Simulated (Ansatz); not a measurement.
# Gate voltage at the highest density: TiSi2N4 monolayer

A layer charged from two gates alike needs a voltage that grows with the carrier density; the slope is e over the total capacitance.

How it was computed: Ansatz 0.2.0, plane waves with PAW datasets (its set soft_2), PBE-D3(BJ); isolated slab, charged sheets 5 Å from the outer atoms behind model barriers, atoms held, Fermi-Dirac smearing of 0.02585 eV. The voltage is that of the gates (their mean) against the layer's Fermi level, from the uncharged case, which has a gap of 1.37 eV.

```
  run  added electrons (10¹³ per cm²)  gate voltage (V)
run 1                           −1.00             −1.00
run 2                           −2.00             −1.40
run 3                           −4.00             −2.19
run 4                           −7.00             −3.35
run 5                          −11.00                 ?
```

**Question.** What value belongs in the row marked “?”, and how far can the other rows tell?

A least-squares line through the 4 rows shown has slope 0.3914 and intercept −0.6151; no row lies more than 0.01 V off it. The capacitance is 1.602/0.3914 = 4.09 µF/cm², against 3.54 µF/cm² for plates 5 Å apart in vacuum on both sides; it is the larger, as where the added charge has its centre outside the outer atoms (not examined here). The intercept is mostly the shift of the Fermi level from inside the gap to the band edge. At −11.00 it gives 0.3914 × (−11.00) + (−0.6151) = −4.92 V, beyond the rows fitted. Rounding and scatter of the rows alone allow about ±0.023 V there.

The run itself gives −4.90 V: a miss of +0.02 V, or 0.4 % of the value. The capacitance rises a little towards the highest density.

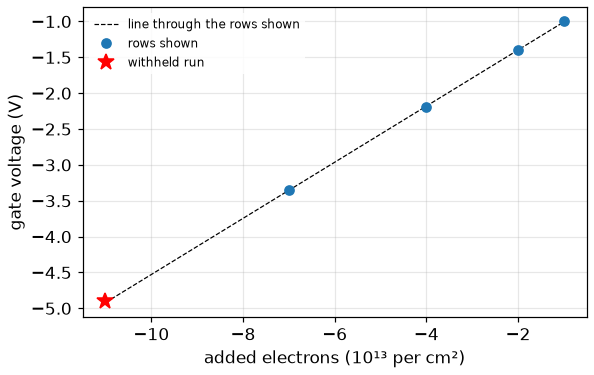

The fit and the withheld run.

**Limits.** The gates are model sheets, not atoms, and low densities sample few k-points.

[Logs are printed without paths, hosts, clocks, repeated set-up lines and the standing remarks that a program may print on its own settings, such as how far it seeks lower states.]
